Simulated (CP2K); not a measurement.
**CHCuO (SMILES [H][Cu]<-[C-]#[O+]), run twice**

Aim: energy and forces of CHCuO at PM6.

The results are computed with CP2K 2026.2.

5 further runs of the same task are left out: 1 that didn't finish, 4 set aside as unsound or not needed.

## (1) Starting point

CHCuO: 4 atoms, total charge 0, spin state singlet. As SMILES, `[H][Cu]<-[C-]#[O+]`. Geometry: a GFN2-xTB relaxation, a rough one for these elements and not checked as a minimum.

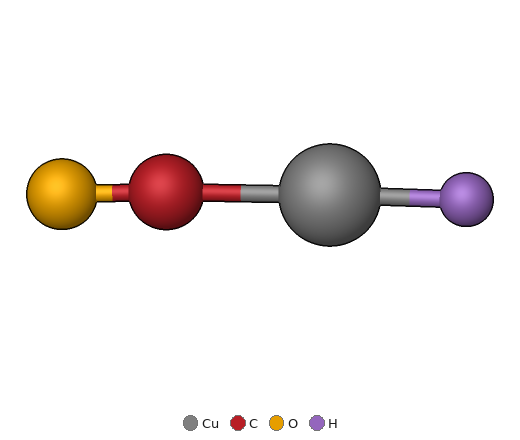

The structure, seen from a chosen angle (copper grey, carbon red, oxygen amber, hydrogen purple).

## (2) First attempt

The input, molecule.inp:

```
&GLOBAL
   PROJECT molecule
   RUN_TYPE ENERGY_FORCE
   PRINT_LEVEL MEDIUM
&END GLOBAL

&FORCE_EVAL
   METHOD QS
   &DFT
      CHARGE 0
      MULTIPLICITY 1
      &QS
         METHOD PM6
         EPS_DEFAULT 1.0E-10
         &SE
            &COULOMB
               CUTOFF [angstrom] 50
               RC_RANGE [angstrom] 0
            &END COULOMB
            &EXCHANGE
               CUTOFF [angstrom] 50
               RC_RANGE [angstrom] 0
            &END EXCHANGE
         &END SE
      &END QS
      ! isolated system
      &POISSON
         PERIODIC NONE
         POISSON_SOLVER ANALYTIC
      &END POISSON
      ! self-consistent field
      &SCF
         SCF_GUESS ATOMIC
         EPS_SCF 1.0E-06
         MAX_SCF 97
         ADDED_MOS 8
         &DIAGONALIZATION
            ALGORITHM STANDARD
         &END DIAGONALIZATION
         &MIXING
            METHOD DIRECT_P_MIXING
            ALPHA 0.4
         &END MIXING
         &SMEAR ON
            METHOD FERMI_DIRAC
            ELECTRONIC_TEMPERATURE [K] 300
         &END SMEAR
      &END SCF
      &PRINT
         &MOMENTS
            PERIODIC F
            REFERENCE COM
            MAX_MOMENT 1
         &END MOMENTS
         &MO ON
            ENERGIES T
            OCCUPATION_NUMBERS T
            NDIGITS 6
            &EACH
               QS_SCF 0
            &END EACH
            ADD_LAST NUMERIC
         &END MO
         &HIRSHFELD OFF
         &END HIRSHFELD
      &END PRINT
   &END DFT
   &SUBSYS
      &CELL
         ABC [angstrom] 16.2 16 19.3
         PERIODIC NONE
      &END CELL
      &COORD
         Cu    -0.014370     0.018700    -0.804770
         C     -0.004560     0.008270     0.981090
         O      0.195440     0.008270     0.981090
         H     -0.013280     0.004200    -2.293380
      &END COORD
      &TOPOLOGY
         &CENTER_COORDINATES
         &END CENTER_COORDINATES
      &END TOPOLOGY
   &END SUBSYS
   ! extra output
   &PRINT
      &FORCES ON
      &END FORCES
   &END PRINT
&END FORCE_EVAL
```

Started as:

```
$ OMP_NUM_THREADS=1 cp2k.psmp -i molecule.inp -o molecule.out
```

Output:

```text
CP2K| version string:                                       CP2K version 2026.2
[...]
 GLOBAL| Method name                                                        CP2K
[...]
 GLOBAL| Run type                                                   ENERGY_FORCE
[...]
 *** WARNING in qs_environment.F:2210 :: More added MOs requested than     ***
 *** available. The full set of unoccupied MOs will be used. Use           ***
 *** 'ADDED_MOS -1' to always use all available MOs and to get rid of this ***
[...]
                             - Atoms:                                          4
[...]
                             - Spherical basis functions:                     18
[...]
 *** WARNING in particle_methods.F:720 :: The distance between the atoms 2 ***
 *** and 3 is only 0.200 angstrom and thus smaller than the threshold of   ***
 *** 0.500 angstrom                                                        ***
[...]
 Number of electrons:                                                         22
[...]
     1 P_Mix/Diag. 0.40E+00    0.0     0.98185947    858434.7658461778  8.58E+05
[...]
    19 DIIS/Diag.  0.12E-06    0.0     0.00000033    858429.6386146457 -1.16E-10
  *** SCF run converged in    19 steps ***
  Core-core repulsion energy [eV]:                       23361339.44405305385590
  Core Hamiltonian energy [eV]:                             -1925.53293711648530
  Two-electron integral energy [eV]:                         -711.00185582594963
  Electronic energy [eV]:                                   -2281.03386502946023
  Electronic entropic energy:                                  -0.00000000000000
  Fermi energy:                                                 0.16535388186089
  Total energy [eV]:                                     23359058.41018802300096
  Atomic reference energy [eV]:                              1085.92308389804839
  Heat of formation [kcal/mol]:                         538697768.43840539455414
[...]
 SE_DIPOLE| Moment [Debye]         -2.48992848      -0.00535303      -2.98909551
 SE_DIPOLE| Derivative [a.u.]       0.00000000       0.00000000       0.00000000
 ENERGY| Total FORCE_EVAL ( QS ) energy [hartree]         858429.638614645809866
 FORCES| Atomic forces [hartree/bohr]
 FORCES|   Atom     x               y               z               |f|
 FORCES|      1 -1.95927640E-02  1.34332856E-03 -2.74419907E-01   2.75121730E-01
 FORCES|      2 -2.72566626E+07 -4.79660068E-04  1.57417474E-01   2.72566626E+07
 FORCES|      3  2.72566626E+07 -9.91808929E-04  1.27717679E-01   2.72566626E+07
 FORCES|      4  2.03419589E-03  1.28140432E-04 -1.07152464E-02   1.09073772E-02
 FORCES| Sum    -2.59875396E-09 -6.07153217E-18  0.00000000E+00
 FORCES| Total atomic force                                       2.59875396E-09
[...]
```

It took 1.2 s on 1 thread of Intel Xeon Platinum 8259CL at 2.50GHz (Skylake/Cascade Lake), shared host; peak memory 0.19 GiB.

## (3) What went wrong

The program ended normally, but the settings are unsound, so its numbers aren't properties of the molecule.

The fault: two atoms lie on top of or far too near each other. As the program read them, the closest atoms are 0.20 Å apart, against 1.14 Å in the sound input.

## (4) Second attempt

The input, run.inp:

```
&GLOBAL
    PROJECT run
    RUN_TYPE ENERGY_FORCE
    PRINT_LEVEL MEDIUM
&END GLOBAL
&FORCE_EVAL
    METHOD Quickstep
    &DFT
        CHARGE 0
        MULTIPLICITY 1
        &QS
            METHOD PM6
            EPS_DEFAULT 1.0E-10
            &SE
                &COULOMB
                    CUTOFF [angstrom] 50
                    RC_RANGE [angstrom] 0
                &END COULOMB
                &EXCHANGE
                    CUTOFF [angstrom] 50
                    RC_RANGE [angstrom] 0
                &END EXCHANGE
            &END SE
        &END QS
        &POISSON
            PERIODIC NONE
            POISSON_SOLVER ANALYTIC
        &END POISSON
        &SCF
            SCF_GUESS ATOMIC
            EPS_SCF 1.0E-06
            MAX_SCF 100
            ADDED_MOS 8
            &DIAGONALIZATION
                ALGORITHM STANDARD
            &END DIAGONALIZATION
            &MIXING
                METHOD DIRECT_P_MIXING
                ALPHA 0.4
            &END MIXING
            &SMEAR ON
                METHOD FERMI_DIRAC
                ELECTRONIC_TEMPERATURE [K] 300
            &END SMEAR
        &END SCF
        &PRINT
            &MOMENTS
                PERIODIC F
                REFERENCE COM
                MAX_MOMENT 1
            &END MOMENTS
            &MO ON
                ENERGIES T
                OCCUPATION_NUMBERS T
                NDIGITS 6
                &EACH
                    QS_SCF 0
                &END EACH
                ADD_LAST NUMERIC
            &END MO
            &HIRSHFELD OFF
            &END HIRSHFELD
        &END PRINT
    &END DFT
    &SUBSYS
        &CELL
            ABC [angstrom] 16 16 20.4
            PERIODIC NONE
        &END CELL
        &COORD
            Cu    -0.014370     0.018700    -0.804770
            C     -0.004560     0.008270     0.981090
            O      0.032210    -0.031180     2.117060
            H     -0.013280     0.004200    -2.293380
        &END COORD
        &TOPOLOGY
            &CENTER_COORDINATES
            &END CENTER_COORDINATES
        &END TOPOLOGY
    &END SUBSYS
    &PRINT
        &FORCES ON
        &END FORCES
    &END PRINT
&END FORCE_EVAL
```

Started as:

```
$ OMP_NUM_THREADS=1 cp2k.psmp -i run.inp > run.out 2>&1
```

Output:

```text
CP2K| version string:                                       CP2K version 2026.2
[...]
 GLOBAL| Method name                                                        CP2K
[...]
 GLOBAL| Run type                                                   ENERGY_FORCE
[...]
 *** WARNING in qs_environment.F:2210 :: More added MOs requested than     ***
 *** available. The full set of unoccupied MOs will be used. Use           ***
 *** 'ADDED_MOS -1' to always use all available MOs and to get rid of this ***
[...]
                             - Atoms:                                          4
[...]
                             - Spherical basis functions:                     18
[...]
 Number of electrons:                                                         22
[...]
     1 P_Mix/Diag. 0.40E+00    0.0     0.81708514       -36.9218702992 -3.69E+01
[...]
    17 DIIS/Diag.  0.30E-06    0.0     0.00000038       -39.8037873366 -1.34E-11
  *** SCF run converged in    17 steps ***
  Core-core repulsion energy [eV]:                            939.28428766908951
  Core Hamiltonian energy [eV]:                             -1886.67648154510698
  Two-electron integral energy [eV]:                         -271.44788457190737
  Electronic energy [eV]:                                   -2022.40042383106061
  Electronic entropic energy:                                  -0.00000000000000
  Fermi energy:                                                -0.00118526010496
  Total energy [eV]:                                        -1083.11613616197110
  Atomic reference energy [eV]:                              1085.92308389804839
  Heat of formation [kcal/mol]:                                64.72975765797858
[...]
 SE_DIPOLE| Moment [Debye]          0.01215824      -0.02282277      -1.15620397
 SE_DIPOLE| Derivative [a.u.]       0.00000000       0.00000000       0.00000000
 ENERGY| Total FORCE_EVAL ( QS ) energy [hartree]            -39.803787336637974
 FORCES| Atomic forces [hartree/bohr]
 FORCES|   Atom     x               y               z               |f|
 FORCES|      1 -7.32598961E-04  5.70985375E-04 -5.02311227E-02   5.02397095E-02
 FORCES|      2 -1.77143473E-04  4.91757532E-04  3.60984690E-02   3.61022530E-02
 FORCES|      3  6.76639404E-04 -8.56146446E-04  2.07494302E-02   2.07781058E-02
 FORCES|      4  2.33103030E-04 -2.06596461E-04 -6.61677651E-03   6.62410375E-03
 FORCES| Sum    -9.75781955E-18  1.90819582E-17  2.22044605E-16
 FORCES| Total atomic force                                       2.23076540E-16
[...]
```

It took 1.2 s on 1 thread of Intel Xeon Platinum 8259CL at 2.50GHz (Skylake/Cascade Lake), shared host; peak memory 0.19 GiB.

## (5) Results

At PM6:

| quantity | value |
| --- | --- |
| total energy | -39.80379 Eh |
| dipole moment | 1.16 D |
| HOMO energy | -8.91 eV |
| LUMO energy | 0.88 eV |
| HOMO–LUMO gap | 9.79 eV |
| heat of formation at this unrelaxed shape | 64.7 kcal/mol |
| largest force on an atom | 2.583 eV/Å |

**Reading.** The first attempt's energy was +23360143.578 eV off this one. The largest force is 2.58 eV/Å: the shape isn't a stationary point for this species at this level.
